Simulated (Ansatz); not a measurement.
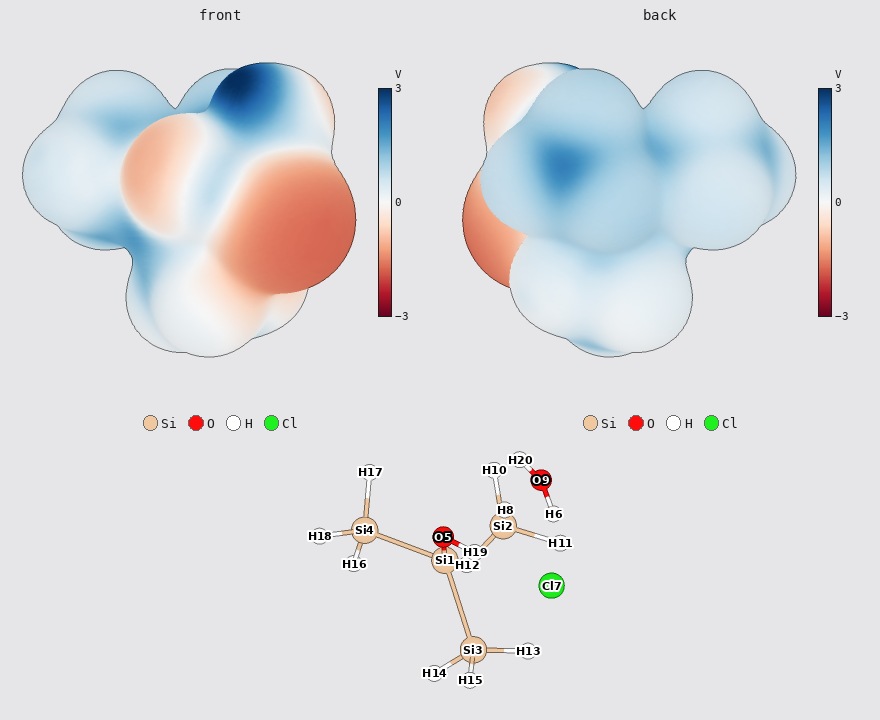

Figure 1: ClH13O2Si4. The electrostatic potential painted on the density surface at 0.002 e/bohr³, seen from the front and from behind; the colour scale runs from red (negative) to blue (positive). The bare structure is drawn below in the same view.

A transition-state structure; geometry: PBE0-D4/def2-TZVP.

These are results of RKS PBE0-D4/def2-TZVPP (Ansatz), not measurements.

The calculation's input:

```
crystal:
  periodic: [false, false, false]
  atoms:
    - {symbol: Si, position_ang: [-0.424388, -0.001535, -0.585344]}
    - {symbol: Si, position_ang: [1.183497, -0.826368, 1.222470]}
    - {symbol: Si, position_ang: [-2.190066, 0.152616, 0.952225]}
    - {symbol: Si, position_ang: [-0.173234, -1.977204, -1.837127]}
    - {symbol: O, position_ang: [-0.183941, 1.231932, -1.625305]}
    - {symbol: H, position_ang: [1.294296, 2.348835, 0.493472]}
    - {symbol: Cl, position_ang: [-0.489815, 2.925549, 0.758920]}
    - {symbol: H, position_ang: [1.247731, 0.576248, 0.222841]}
    - {symbol: O, position_ang: [2.068283, 1.738345, 0.221563]}
    - {symbol: H, position_ang: [2.481044, -1.414966, 0.816539]}
    - {symbol: H, position_ang: [1.249200, -0.113160, 2.515253]}
    - {symbol: H, position_ang: [0.134081, -1.882772, 1.247166]}
    - {symbol: H, position_ang: [-1.678758, 0.394282, 2.321255]}
    - {symbol: H, position_ang: [-2.857730, -1.185570, 0.938422]}
    - {symbol: H, position_ang: [-3.153390, 1.178659, 0.494051]}
    - {symbol: H, position_ang: [-0.801135, -3.109725, -1.109951]}
    - {symbol: H, position_ang: [1.267164, -2.278527, -2.054260]}
    - {symbol: H, position_ang: [-0.842963, -1.784341, -3.148050]}
    - {symbol: H, position_ang: [-0.382370, 2.074373, -1.143207]}
    - {symbol: H, position_ang: [2.252494, 1.953530, -0.700533]}
basis:
  gaussian: {orbitals: def2-TZVPP}
hamiltonian: {xc: pbe0, dispersion: d4}
output: {orbitals: {seedname: orbitals}}
```

Run with:

```sh
ansatz run in.yaml --threads 4 --pin off --events-out ev --progress --plain --max-ram 46080MiB --backend cuda --devices 0, --max-vram 37GiB
```

Which sites attract a positive test charge, and which a negative one?

A positive charge is drawn to the negative regions and a negative charge to the positive ones. The most negative region (about −1.7 V) lies over Cl7, the most positive (about +2.9 V) over H20.
